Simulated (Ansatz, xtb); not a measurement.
Stretching the Si1–H3 bond in H2Si2 (SMILES [Si]=[SiH2]) (multiplicity 1 held, fragments rigid). Energies count from the point at 1.483 Å.
Geometry at that point (charge 0, multiplicity 1):
```xyz
4

Si    -0.95264     0.06887     0.17721
Si     1.20466    -0.08710    -0.22410
H     -1.79024     1.22090    -0.23710
H     -1.73803    -0.96581     0.89345
```

R- and RO- levels are restricted; in cc, def2 and unpolarised 6-31G sets they are followed outwards from rest. Unrestricted levels (U-) break spin symmetry where that is lower. Left out are points that failed, MP2 points that dive below the minimum, coupled-cluster points behind a jump of the amplitudes or a sharp parting from full CI or MRCI, small-basis points behind a change of solution, and semi-empirical points at long bonds. Levels need not reach the same state.

Frozen-core correlation.

Programs: Ansatz (Gaussian orbitals); xtb for the GFN methods. Values without a source in brackets are computed. The GFN methods have no spin term and hold the electronic entropy of 300 K.

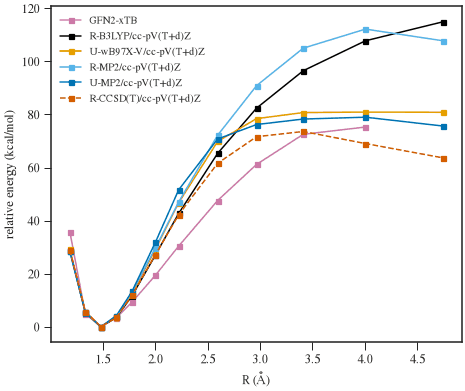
*Relative energy along the coordinate*

Read off the GFN2-xTB curve at R = 2.003.

about 19 kcal/mol

Doubts at one or more of the structures used: a restricted determinant that unrestricted orbitals would lower (R-B3LYP/cc-pV(T+d)Z, R-MP2/cc-pV(T+d)Z, R-CCSD(T)/cc-pV(T+d)Z); a spin-contaminated determinant (U-wB97X-V/cc-pV(T+d)Z, U-MP2/cc-pV(T+d)Z); T1 above 0.05 (R-CCSD(T)/cc-pV(T+d)Z); other coupled-cluster roots lie near (R-CCSD(T)/cc-pV(T+d)Z).

Ansatz is an electronic-structure program.
